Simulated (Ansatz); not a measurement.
CH6Ge2

The calculation's input:

```
crystal:
  periodic: [false, false, false]
  atoms:
    - symbol: C
      position_ang: [-0.066819, -0.954255, 0.833443]
    - symbol: Ge
      position_ang: [1.471816, -1.795113, -0.121258]
    - symbol: Ge
      position_ang: [0.364024, -1.641711, -2.362657]
    - symbol: H
      position_ang: [0.027276, -1.045693, 1.925212]
    - symbol: H
      position_ang: [-1.047414, -1.341822, 0.512011]
    - symbol: H
      position_ang: [-0.057579, 0.121008, 0.572997]
    - symbol: H
      position_ang: [-0.573741, -2.873073, -2.475576]
    - symbol: H
      position_ang: [-0.535331, -0.393805, -2.538664]
    - symbol: H
      position_ang: [1.321140, -1.707610, -3.572530]
basis:
  gaussian: {orbitals: def2-TZVPD}
output: {forces: true, orbitals: {seedname: orbitals}}
hamiltonian: {xc: pbe0}
```

Run with:

```sh
ansatz run input.yaml --threads 2 --pin off --max-ram 4350MiB --events-out events.jsonl --progress --plain --runs-dir runs
```

Geometry: PBE0-D3(BJ)/def2-SVP.

Computed with isolated molecule in a Gaussian basis; Kohn-Sham density functional theory, functional PBE0 (Ansatz 0.2.0).

What can the converged electron density and electron localisation function tell about the bonding?

C–Ge (2.00 Å): ρ at the midpoint is about 0.81 e/Å³; the ELF peaks at about 0.90 in the valence shell of C, 0.7 Å from its nucleus, and is about 0.70 at the midpoint.
Ge–Ge (2.50 Å): the density is about 0.53 e/Å³ at the midpoint; the ELF peaks at about 0.90 between the atoms, as expected for a shared electron pair.
C–H (1.10 Å): the density is about 1.9 e/Å³ at the midpoint; the ELF climbs to about 1 towards the hydrogen, as it does in any bond to H (an ordinary covalent bond to hydrogen).

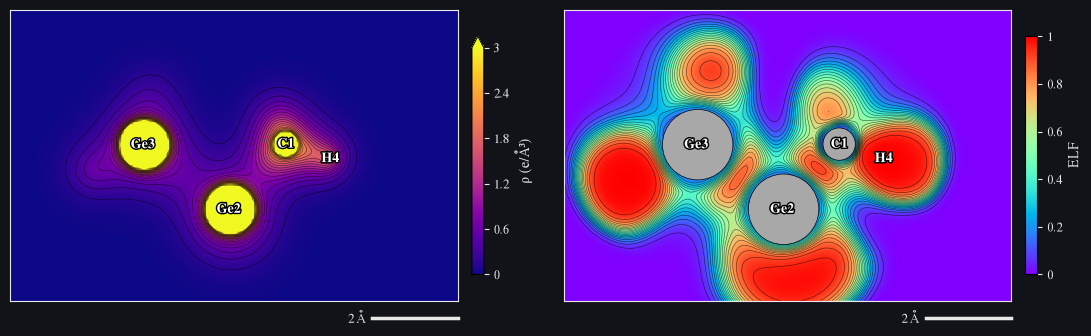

Computed electron density and electron localisation function on the plane of atoms C1, Ge2 and Ge3, in this order. Grey discs cover the atomic cores in the ELF map. 
